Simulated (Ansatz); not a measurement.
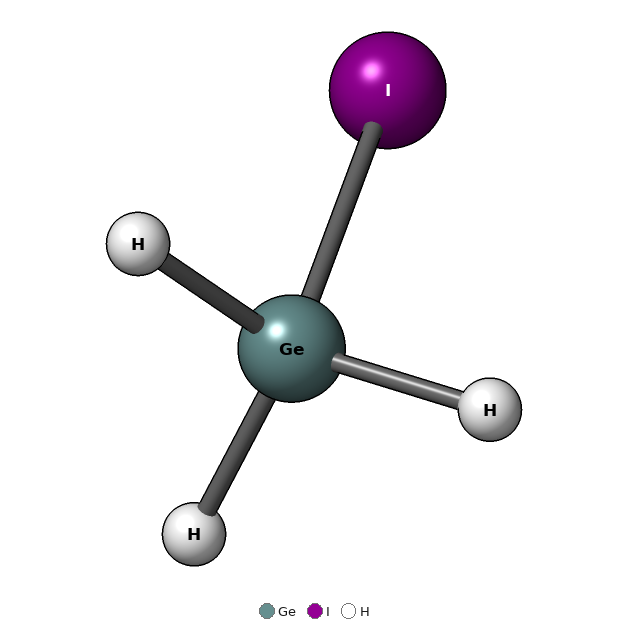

Sticks follow a distance rule. Harmonic vibrations computed with RKS PBE0-D4/def2-TZVP, core potentials on I (Ansatz 0.2.0) at a stationary point of the same level.

How many imaginary frequencies does it have?

A minimum: no imaginary frequency, and the lowest mode lies at 253 cm⁻¹.

How many vibrational modes are there, and where do they lie?

9 modes: 253, 542, 542, 814, 870, 870, 2172, 2185, 2186 cm⁻¹.
